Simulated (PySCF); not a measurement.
Input file:

```
{"job": {"kind": "nmr", "xc": "PBE0", "basis": "pcSseg-1"}, "charge": 0, "multiplicity": 1}
C     -2.193048    -1.280613    -0.058068
Si    -1.455079     0.354426     0.565018
Si     0.593068     0.704379    -0.522958
Si     2.134580    -1.049897    -0.572895
P      1.686893     2.496937     0.290624
H     -2.400098    -1.237063    -1.123170
H     -1.512318    -2.110315     0.109128
H     -3.124770    -1.513266     0.447558
H     -2.455910     1.413692     0.351835
H     -1.296195     0.258935     2.026946
H      0.336101     1.148705    -1.912256
H      1.462596    -2.263551    -1.045904
H      3.292893    -0.842983    -1.442897
H      2.660733    -1.358449     0.760372
H      1.708372     2.038820     1.592371
H      0.554584     3.249187     0.522884
```

Run with:

```sh
OMP_NUM_THREADS=1 python probes_run.py task.json out
```

Geometry: GFN2-xTB.

The calculation used PBE0/pcSseg-1, SCF density, gas phase, non-relativistic (PySCF).

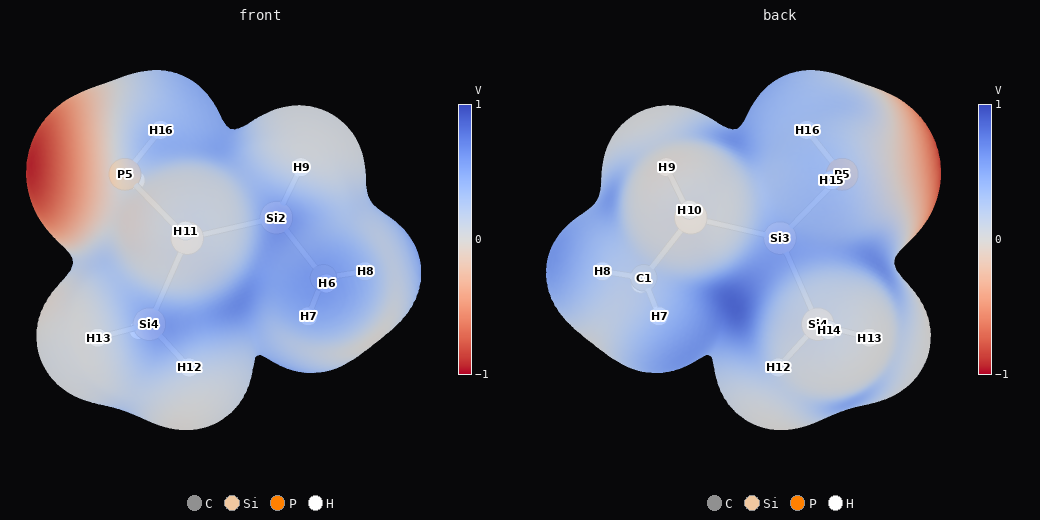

CH$_{11}$PSi$_{3}$. The electrostatic potential painted on the density surface at 0.001 e/bohr³, seen from the front and from behind; red is negative and blue positive.

Q: Where is the surface potential most negative and most positive?

A: The most negative region (about −0.9 V) lies over P5, the most positive (about +0.8 V) over Si2 and Si4.

Q: How polar is the molecule by this calculation?

A: Its dipole moment is 1.51 D.
